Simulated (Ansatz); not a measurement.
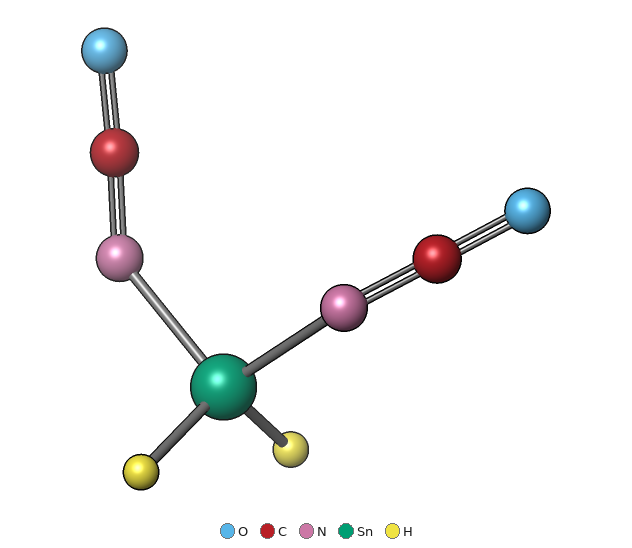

Ball-and-stick drawing of a structure.

The computed structure is the end point of a PBE0-D4/def2-TZVP optimisation.

Question: What is the molecular formula?

Answer: C₂H₂N₂O₂Sn, 9 atoms: 2 carbon, 2 hydrogen, 2 nitrogen, 2 oxygen and 1 tin.

Question: How many atoms are distinct by symmetry?

Answer: 9: 1 O, 1 C, 1 N, 1 Sn, 1 N, 1 C, 1 O, 1 H, 1 H.

More results for the same structure follow; atom numbers are the same in all pictures, views and colours differ.

**Geometry**

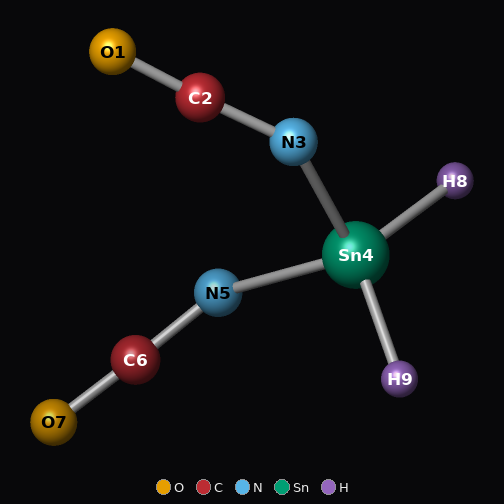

Numbered structure.

List the bonds and their lengths.

| bond | length (Å) |
| --- | --- |
| O1–C2 | 1.165 |
| C2–N3 | 1.203 |
| N3–Sn4 | 2.008 |
| Sn4–N5 | 2.010 |
| Sn4–H8 | 1.689 |
| Sn4–H9 | 1.695 |
| N5–C6 | 1.203 |
| C6–O7 | 1.165 |

**Electronic properties**

Level of theory: RKS revPBE-D4/def2-TZVPP, core potentials on Sn (Ansatz 0.2.0).

Question: What is the LUMO energy (Kohn–Sham orbital)?

Answer: −1.92 eV.

Question: Give the HOMO energy (Kohn–Sham orbital) at this level.

Answer: −7.14 eV.

Question: What is the dispersion correction?

Answer: −62.3 kJ/mol.

**Vibrations**

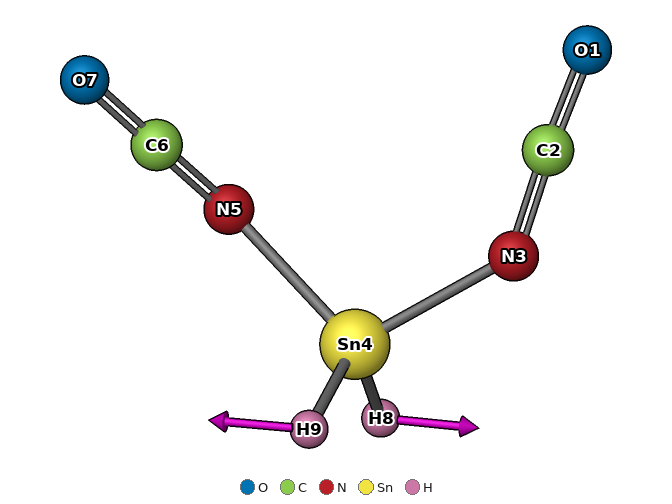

The arrows show one normal mode. Harmonic vibrations computed with RKS PBE0-D4/def2-TZVP, core potentials on Sn (Ansatz 0.2.0) at a stationary point of the same level.

Question: What kind of motion is it?

Answer: Mostly H–Sn–N bending.

Question: Estimate its harmonic wavenumber.

Answer: 526 cm⁻¹; it is mode 9 of 21 counted from the lowest.

**Dipole moment**

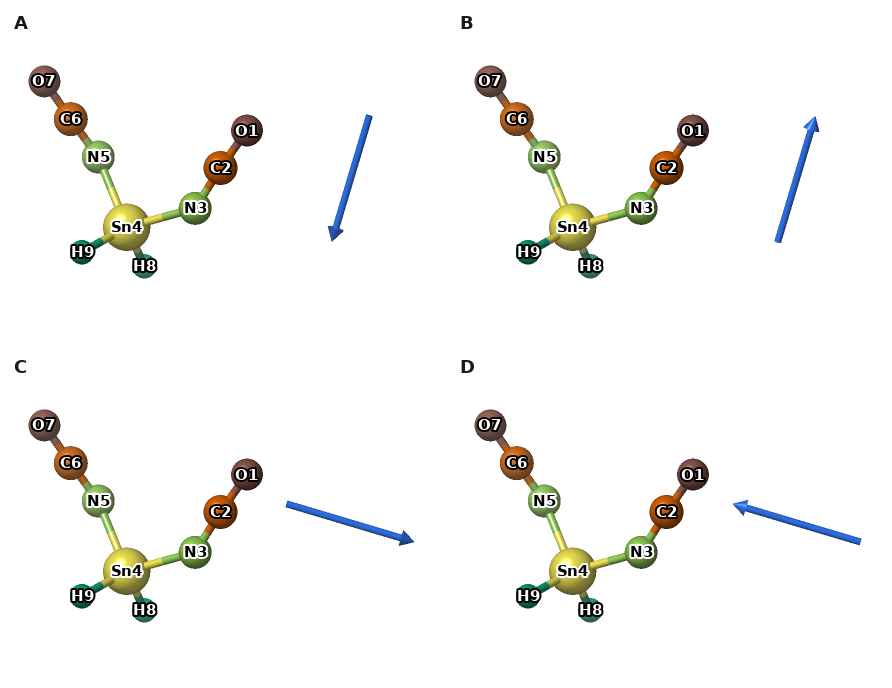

The same molecule four times, each with an arrow. Properties computed with RKS PBE0-D4/def2-TZVP, core potentials on Sn (Ansatz 0.2.0).

Question: Which arrow points along the dipole moment, from the negative to the positive end?

Answer: A. The dipole moment is 4.23 D; it points from the side of O1 to the side of H8 (the outermost atoms at the two ends).
